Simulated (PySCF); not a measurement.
System: C7H8N2.

Input file:

```
{"job": {"kind": "uv", "xc": "PBE0", "basis": "def2-SVPD", "nstates": 6, "ntriplets": 2}, "charge": 0, "multiplicity": 1}
C     -2.426498    -0.302363     0.356894
C     -1.513792     0.807161    -0.174375
C     -0.110786     0.328740    -0.320817
C      0.530792    -0.240188    -1.400691
C      1.836789    -0.556752    -1.008947
C      1.966195    -0.172703     0.314937
C      3.068387    -0.258555     1.166514
N      3.975607    -0.326411     1.868970
N      0.766331     0.360049     0.710888
H     -2.419726    -1.151871    -0.321490
H     -3.446910     0.061179     0.447959
H     -2.091151    -0.641587     1.334743
H     -1.542176     1.659034     0.510323
H     -1.878392     1.140121    -1.147298
H      0.103240    -0.403872    -2.370025
H      2.600248    -1.010605    -1.609075
H      0.574845     0.720653     1.631581
```

Launched as:

```sh
OMP_NUM_THREADS=1 python probes_run.py task.json out
```

Geometry: GFN2-xTB.

Theory: PBE0/def2-SVPD, SCF density, gas phase in PySCF 2.14.0.

Predict the electron density and electron localisation function between the atoms.

C–N (1.15 Å): ρ at the midpoint is about 3.5 e/Å³; the ELF peaks at about 0.85 between the atoms: a multiple bond.
C–C (1.38 Å): ρ at the midpoint is about 2.1 e/Å³; the ELF peaks at about 0.95 between the atoms (localised, covalent bonding).
N–H (1.01 Å): ρ is about 2.9 e/Å³ halfway; the ELF climbs to about 1 towards the hydrogen, as it does in any bond to H: an ordinary covalent bond to hydrogen.
C–C (1.49 Å): ρ at the midpoint is about 1.8 e/Å³; the ELF peaks at about 0.95 between the atoms; localised, covalent bonding.

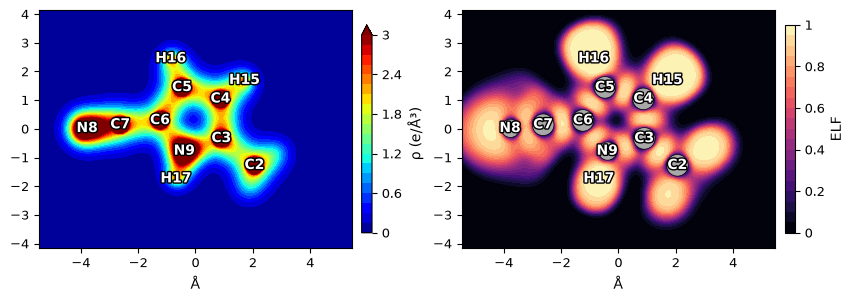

Computed electron density and electron localisation function on the plane of atoms C4, C3 and N9, in this order. Grey discs cover the atomic cores in the ELF map. 
